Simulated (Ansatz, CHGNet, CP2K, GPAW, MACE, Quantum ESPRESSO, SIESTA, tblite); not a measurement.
# Σ5 (001) twist boundary in Ge (77 atoms) in tblite

Aim: run Σ5 (001) twist boundary in Ge (77 atoms) in tblite and see how near its forces come to a plane-wave reference, and at what cost.

Main program and level: tblite 0.8.0; the method is named at each step.

## 1. The structure

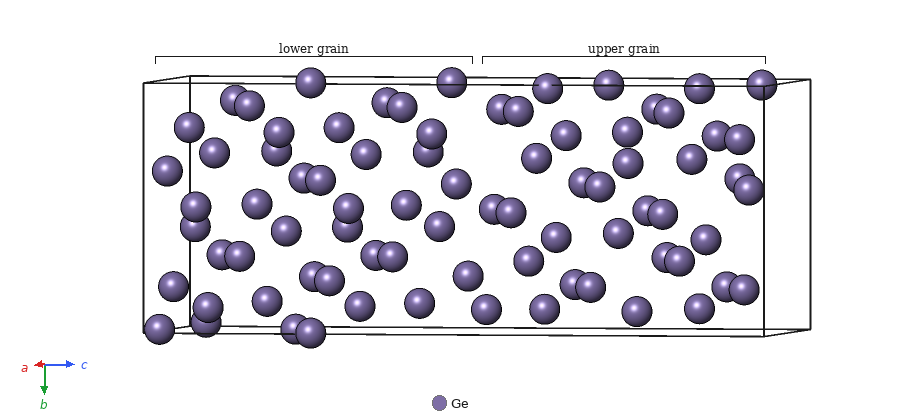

The cell as given, from the side, with the c axis across the page (germanium purple). Some periodic images of atoms are drawn too.

The cell holds 77 atoms: 77 Ge. Its edges and angles: a = 8.946 Å, b = 8.946 Å, c = 22.565 Å, α = 90.0°, β = 90.0°, γ = 90.0°. It derives from Ge (diamond-structure). Diamond-structure Ge (a = 5.658 Å); two grains turned against each other by 36.87 deg about [001]; 1 x 1 coincidence cells, 2 lattice periods a grain, two boundaries a cell, upper grain shifted by [0.031, 0.71] of the boundary cell and opened by 0.2 Å, one atom of each pair nearer than 2.009 Å removed; minimised with a classical potential (one cell length free). Then every atom was moved at random, 0.02 Å r.m.s. a Cartesian component. Regions: lower grain, 40 atoms (40 Ge); upper grain, 37 atoms (37 Ge). The structure's axis is c.

The yardstick, on the same geometry:

* method: Kohn-Sham DFT, PBE, SSSP efficiency 1.3.0 pseudopotentials, plane waves (Quantum ESPRESSO 7.5); sssp-pbe-1.3.0-efficiency, cutoffs 45/360 Ry, Γ point
* r.m.s. force component: 0.4065 eV/Å
* longest force: 1.733 eV/Å
* pressure: 5.283 GPa
* time: 6 min on 4 MPI ranks of Arm Neoverse V2, shared host
* CPU time: 24 min

## 2. IPEA1-xTB

Method: IPEA1-xTB tight binding, diagonalisation.

The input, run.py:

```python
import numpy as np
from ase.io import read
from tblite.ase import TBLite

atoms = read("structure.xyz")
atoms.calc = TBLite(method="IPEA1-xTB", electronic_temperature=580, accuracy=1.0, max_iterations=250, mixer_damping=0.1, verbosity=1)
energy = atoms.get_potential_energy()
forces = atoms.get_forces()
print(f"energy {energy:.6f} eV")
print("forces (eV/A)")
for i, (a, f) in enumerate(zip(atoms, forces)):
    print(f"{i:4d} {a.symbol:2s} {f[0]:10.5f} {f[1]:10.5f} {f[2]:10.5f}")
stress = -atoms.get_stress(voigt=False) * 160.21766
print("stress (GPa, compression positive)")
for row in stress:
    print(" ".join(f"{x:10.4f}" for x in row))
print("charges (e)")
print(np.array2string(atoms.get_charges(), precision=4, suppress_small=True, max_line_width=110, threshold=100000))
```

The input, structure.xyz:

```xyz
77
Lattice="8.94608 0.00000 0.00000 0.00000 8.94608 0.00000 0.00000 0.00000 22.56460" Properties=species:S:1:pos:R:3 pbc="T T T"
Ge 8.91110 8.80357 0.27754
Ge 1.70602 0.81481 1.67497
Ge 3.40094 1.74386 0.31590
Ge 5.27890 2.59231 1.59103
Ge 7.26806 3.19295 0.24979
Ge 8.86064 4.42473 1.58629
Ge 6.17467 0.87582 3.02727
Ge 7.92605 1.77141 4.43575
Ge 1.75692 5.33839 0.22519
Ge 3.54918 6.28355 1.53755
Ge 5.32417 7.38096 0.10786
Ge 7.05175 8.06981 1.69144
Ge 0.76713 2.64231 2.99951
Ge 2.57602 3.55562 4.33443
Ge 4.39995 4.44262 2.96995
Ge 6.15392 5.34743 4.36399
Ge 7.93034 6.20697 3.00470
Ge 0.78403 7.12940 4.37482
Ge 8.81663 8.91253 5.75668
Ge 1.66719 0.86974 7.18231
Ge 3.45104 1.72096 5.77541
Ge 5.21038 2.62219 7.09070
Ge 6.98939 3.50203 5.76661
Ge 8.78738 4.45005 7.12364
Ge 6.05873 0.90731 8.55559
Ge 7.83703 1.80120 9.97197
Ge 2.57549 7.96792 2.99365
Ge 4.39056 8.90564 4.37573
Ge 1.68151 5.32739 5.74675
Ge 3.44594 6.27970 7.11101
Ge 5.25403 7.14273 5.76458
Ge 7.00084 7.99842 7.20420
Ge 0.71372 2.64849 8.49963
Ge 2.47332 3.73991 9.85306
Ge 4.30423 4.45533 8.37982
Ge 6.05023 5.16019 9.91962
Ge 7.82997 6.19919 8.54905
Ge 0.69135 7.08369 9.94806
Ge 2.56162 8.01095 8.53574
Ge 4.16816 0.06888 10.00650
Ge 5.78373 8.12644 11.57429
Ge 6.70419 1.00903 12.90537
Ge 8.47024 4.58290 12.97307
Ge 8.48670 0.13580 14.31092
Ge 0.40740 1.91545 15.68736
Ge 1.42851 8.22995 12.87017
Ge 2.41687 1.06235 11.49328
Ge 3.23123 2.78357 12.91575
Ge 4.17701 4.58728 11.55375
Ge 4.94155 6.41255 12.95298
Ge 3.13328 7.29275 14.29896
Ge 3.95891 0.13491 15.67901
Ge 4.91256 1.91714 14.30866
Ge 5.77461 3.72255 15.69661
Ge 6.68558 5.50739 14.28204
Ge 7.60891 7.25849 15.70767
[... 17 atom lines left out ...]
Ge 5.69633 3.80575 21.09790
Ge 6.65731 5.56339 19.72281
Ge 7.47347 7.32201 21.26443
Ge 1.16487 3.53764 19.91755
```

Command:

```
$ OMP_NUM_THREADS=1 python run.py > output.txt
```

The program printed:

```text
------------------------------------------------------------
  cycle        total energy    energy error   density error
------------------------------------------------------------
      1     -176.4166726809  -1.7705434E+02   4.8337006E-01
      2     -176.3478748948   6.8797786E-02   4.3739649E-01
      3     -118.6023362899   5.7745539E+01   3.8892876E-01
      4     -146.0574509039  -2.7455115E+01   2.4975667E-01
      5     -175.0996975983  -2.9042247E+01   8.6711655E-02
      6     -173.0050391061   2.0946585E+00   8.4244302E-02
      7     -175.4471223823  -2.4420833E+00   5.5784201E-02
      8     -176.5819781443  -1.1348558E+00   2.4937853E-02
      9     -176.7250165883  -1.4303844E-01   7.2323505E-03
     10     -176.7469676011  -2.1951013E-02   3.7511080E-03
     11     -176.7474720640  -5.0446291E-04   2.7546630E-03
     12     -176.7476178119  -1.4574784E-04   1.0052756E-03
     13     -176.7476538122  -3.6000337E-05   4.2985984E-04
     14     -176.7476452786   8.5336224E-06   3.9449182E-04
     15     -176.7476531671  -7.8884872E-06   1.6011503E-04
     16     -176.7476633903  -1.0223242E-05   6.3408591E-05
     17     -176.7476639728  -5.8251123E-07   4.6165724E-05
     18     -176.7476640404  -6.7546267E-08   1.8384774E-05
------------------------------------------------------------
 total:                                   6.179 sec
energy -4809.548915 eV
forces (eV/A)
   0 Ge    0.28834   -0.47573   -0.59253
   1 Ge   -0.36507   -0.05643    0.33221
   2 Ge   -0.11554    1.13861   -0.85666
   3 Ge   -0.03754    0.27917   -0.12639
   4 Ge    0.04547   -0.25438   -0.02329
   5 Ge    0.67273    0.68840   -0.37607
   6 Ge   -0.17228    0.48963    0.19588
   7 Ge    0.46200   -0.23383   -0.22067
   8 Ge   -0.42773   -0.34280   -1.23302
   9 Ge    0.29519   -0.17660   -0.72179
  10 Ge   -0.03706   -0.46549   -0.03417
  11 Ge    0.15167   -0.46227   -0.41790
  12 Ge   -0.29343   -0.31297   -0.14487
  13 Ge    0.30611   -0.42317    0.66348
  14 Ge   -0.03643   -0.05015   -0.83435
  15 Ge   -0.35880   -0.11712    1.01832
  16 Ge    0.49173    0.16235   -0.73979
  17 Ge   -0.13649   -0.09190    0.31387
  18 Ge    0.03252   -0.32873    0.19493
  19 Ge   -0.03736   -0.30197   -0.24319
  20 Ge   -0.91367    0.13757   -1.31865
  21 Ge    0.22556    0.17973    1.03081
  22 Ge    0.36770    1.04186   -0.48783
  23 Ge    0.26858    0.13119    0.42814
[...]
69 Ge   -1.37883    1.18850    0.10958
  70 Ge    0.35316   -0.29903    0.94139
  71 Ge   -0.30348   -0.52821   -0.32693
  72 Ge   -0.23987    0.41581    0.39466
  73 Ge   -0.57631    0.62631    0.21348
  74 Ge    0.96619   -0.16216    1.30614
  75 Ge   -0.05700   -0.72209    0.75134
  76 Ge   -0.08578    0.07388    1.10862
stress (GPa, compression positive)
   19.3949    -0.9107     1.1063
   -0.9107    19.5614    -0.6659
    1.1063    -0.6659    12.2295
charges (e)
[ 0.0437 -0.0043 -0.0276  0.0037 -0.0099 -0.0237 -0.0045 -0.0103 -0.0703 -0.0029  0.013   0.0125  0.0156
 -0.0064  0.0127 -0.0062  0.0113 -0.0065  0.0116  0.0084 -0.0056  0.0034 -0.0099  0.0201 -0.025  -0.0309
  0.0273 -0.0196 -0.0078  0.0082 -0.0233  0.0098 -0.0029  0.0521 -0.0096  0.0353  0.0013 -0.0194 -0.0223
 -0.0196 -0.0007 -0.0302 -0.0535 -0.0096 -0.0018  0.0034  0.0231  0.0138  0.0644  0.0191 -0.0003  0.0128
  0.006  -0.0025 -0.0217  0.0207  0.0019 -0.0029  0.0065 -0.0022  0.0202  0.0248 -0.0138  0.0001 -0.0135
 -0.0023  0.0136 -0.0084 -0.0006  0.0043 -0.0444 -0.0185  0.0086 -0.0201  0.0111  0.0595  0.0119]
```

It took 6.7 s on 1 thread of Arm Neoverse V2, shared host; peak memory 0.16 GiB.

Banners, paths, timers and routine set-up lines are dropped from the logs unmarked, and long logs keep their key lines alone; longer cuts are marked.

Numbers from this run, and their distance from the reference:

- r.m.s. force component: 0.5271 eV/Å
- r.m.s. difference of force components: 330.5 meV/Å
- longest difference of force vectors: 1053 meV/Å
- force difference over r.m.s. force: 81.32 %
- slope of forces against the reference's: 1.01
- correlation of force components: 0.779
- pressure: 17.06 GPa
- pressure difference: 11.78 GPa

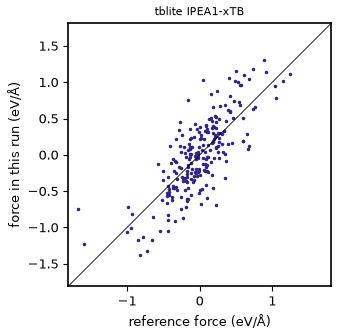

Force components against those of the reference; the line marks equality.

A closer look about Ge68, picked at random: 9 atoms, nearest first, numbered in the order of the input, with positions taken from that point.

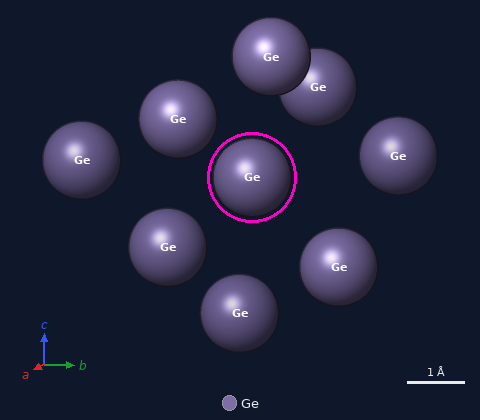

The atoms of the table, within 4.0 Å (arrows a, b, c point along x, y, z); some may hide others; the central atom is ringed.

| atom | x | y | z | distance (Å) | bonds | Mulliken charge (e) | Fx | Fy | Fz (eV/Å) |
| --- | --- | --- | --- | --- | --- | --- | --- | --- | --- |
| Ge68 | 0.00 | 0.00 | 0.00 | 0.00 | 4 | -0.01 | 0.12 | 0.36 | 0.32 |
| Ge67 | -0.86 | -1.76 | -1.44 | 2.43 | 4 | 0.01 | -0.22 | 0.01 | 0.22 |
| Ge77 | -1.87 | 0.74 | 1.40 | 2.44 | 3 | 0.01 | -0.09 | 0.07 | 1.11 |
| Ge73 | 1.90 | -0.89 | 1.28 | 2.46 | 4 | 0.01 | -0.24 | 0.42 | 0.39 |
| Ge69 | 0.93 | 1.82 | -1.42 | 2.49 | 4 | 0.00 | 0.06 | -1.05 | 0.22 |
| Ge74 | 2.67 | 1.01 | 2.58 | 3.84 | 3 | -0.02 | -0.58 | 0.63 | 0.21 |
| Ge66 | -1.72 | -3.56 | -0.05 | 3.95 | 4 | 0.00 | -0.45 | 0.24 | 0.62 |
| Ge45 | -2.62 | -0.88 | -2.84 | 3.96 | 4 | 0.00 | 0.38 | 0.18 | -0.28 |
| Ge60 | -3.53 | 1.81 | -0.03 | 3.96 | 4 | 0.00 | 0.88 | -0.51 | 0.11 |

Atoms are counted from 1 here, from 0 in the log.

Forces lie 81 % from the reference's, at 0.0046 times its CPU time (on 1 against 4 cores).

## 3. GFN1-xTB

Method: GFN1-xTB tight binding, diagonalisation.

run.py: that of step 2 with these lines changed.

```diff
@@ -5,3 +5,3 @@
 atoms = read("structure.xyz")
-atoms.calc = TBLite(method="IPEA1-xTB", electronic_temperature=580, accuracy=1.0, max_iterations=250, mixer_damping=0.1, verbosity=1)
+atoms.calc = TBLite(method="GFN1-xTB", electronic_temperature=580, accuracy=1.0, max_iterations=250, mixer_damping=0.1, verbosity=1)
 energy = atoms.get_potential_energy()
```

structure.xyz is that of step 2.

The program printed:

```text
------------------------------------------------------------
  cycle        total energy    energy error   density error
------------------------------------------------------------
      1     -122.1943526600  -1.2222807E+02   3.9754855E-01
      2     -128.1998642874  -6.0055116E+00   2.5571136E-01
      3     -101.8355133979   2.6364351E+01   3.0495722E-01
      4     -118.1522111335  -1.6316698E+01   2.4499070E-01
      5     -129.1121299306  -1.0959919E+01   1.8838604E-01
      6     -113.1058281344   1.6006302E+01   2.0169201E-01
[...]
24     -130.1843966829  -2.6579602E-07   5.1331053E-05
     25     -130.1843969764  -2.9348161E-07   2.6328041E-05
     26     -130.1843969794  -3.0256899E-09   1.7028823E-05
------------------------------------------------------------
 total:                                   7.408 sec
energy -3542.497881 eV
forces (eV/A)
   0 Ge    0.45461   -0.41190   -0.05915
   1 Ge    0.00218   -0.06904    0.35761
   2 Ge   -0.43737    0.99397   -0.48788
   3 Ge    0.12704   -0.24311    0.11952
   4 Ge   -0.22920   -0.10563   -0.33055
   5 Ge    0.53076    0.57700   -0.22996
[...]
74 Ge    0.56396   -0.40439    0.79885
  75 Ge    0.11848   -0.66239   -0.14329
  76 Ge    0.13689    0.38504    0.70174
stress (GPa, compression positive)
    5.6929    -0.1191     0.7811
   -0.1191     5.6632    -0.2439
    0.7811    -0.2439     5.7171
charges (e)
[ 0.024   0.0004 -0.1414  0.0455  0.0095 -0.0171 -0.0385 -0.0261 -0.014   0.0471  0.0026 -0.0058  0.02
  0.0101  0.033  -0.0077  0.0144 -0.0121  0.0269  0.0105 -0.024  -0.0128 -0.0159  0.013   0.0038 -0.1076
  0.0219 -0.0091 -0.0155  0.0061 -0.0331  0.0211  0.0457  0.0705 -0.078   0.0626  0.0487 -0.0051 -0.0272
 -0.0094 -0.028  -0.0114 -0.1769  0.0136 -0.0059  0.0315  0.0391  0.01    0.1181  0.0085 -0.0098  0.0062
 -0.0124 -0.006   0.0079  0.0175 -0.0146 -0.0382  0.0115  0.0032  0.0178  0.0406  0.0203 -0.002  -0.0018
  0.0301  0.0013  0.0239  0.0166  0.0351 -0.1289  0.0206  0.0349 -0.1285 -0.0178  0.0897  0.0471]
```

Run time: 7.9 s. Hardware: 1 thread; peak memory 0.16 GiB.

Compared with the plane-wave run:

```yaml
r_m_s_force_component: 0.3178 eV/Å
r_m_s_difference_of_force_components: 187.4 meV/Å
longest_difference_of_force_vectors: 1067 meV/Å
force_difference_over_r_m_s_force: 46.1 %
slope_of_forces_against_the_reference_s: 0.6995
correlation_of_force_components: 0.8945
pressure: 5.691 GPa
pressure_difference: 0.4081 GPa
```

Against the first run (81 %), the force difference from the reference is 46 %, at 1.2 times the CPU time (26 SCF steps against 18).

## 4. Side by side

Differences are against the plane-wave reference, forces as r.m.s. over components; share is that over the reference's r.m.s. force, slope the least-squares factor from reference forces to these. Total energies of different programs have different zeros and aren't compared.

| run | Δ force, r.m.s. (meV/Å) | share (%) | slope | Δ pressure (GPa) | cores | CPU time | memory (GiB) |
| --- | --- | --- | --- | --- | --- | --- | --- |
| reference | - | - | - | - | 4 | 24 min | 6.0 |
| tblite IPEA1-xTB | 331 | 81.3 | 1.010 | 11.8 | 1 | 6.7 s | 0.16 |
| tblite GFN1-xTB | 187 | 46.1 | 0.700 | 0.408 | 1 | 7.9 s | 0.16 |

CPU time is summed over cores on a shared host, where runs went side by side, so it is rough. Symmetry, cutoffs, thresholds, outputs and thread counts weren't matched or tuned between programs; memory under MPI is the largest rank's times the ranks.

## 5. Summary of results

```yaml
nearest_in_forces: tblite GFN1-xTB, 46 %
its_cpu_time: 7.9 s
```

What this shows: Tight binding differs by 46 % (tblite GFN1-xTB) to 81 % (tblite IPEA1-xTB); it is another model, with fitted parameters of its own, and the xTB methods hold dispersion. IPEA1-xTB was fitted to ionisation energies and electron affinities, not to forces or charges. Of the electronic-structure runs that take under half the reference's CPU time, tblite GFN1-xTB comes nearest, at 46 % in 7.9 s against 24 min. Periodic xTB results under one method name differ between programs and library versions. The reference's pressure holds the uncorrected Pulay stress of its 45 Ry basis, so small pressure differences, and their order, may be the reference's own error. The host structure and its lattice constant were typed by rule, without a check against the phase diagram. The reference's pressure of 5.3 GPa says that the cell would expand at this level of theory. The electronic-structure runs sample only Γ, in a cell whose shortest periodic width is 9 Å, which is coarse for a cell with partly filled levels.

[Also dropped from logs without a mark: logging warnings of Python, and SIESTA's first energy breakdown and zero terms.]

[Logs are printed without paths, hosts, clocks, repeated set-up lines and the standing remarks that a program may print on its own settings, such as how far it seeks lower states.]

[Hosts, paths, dates, database ids (printed as entryN), source tags and the programs' standing remarks are cut or masked in the printed files.]
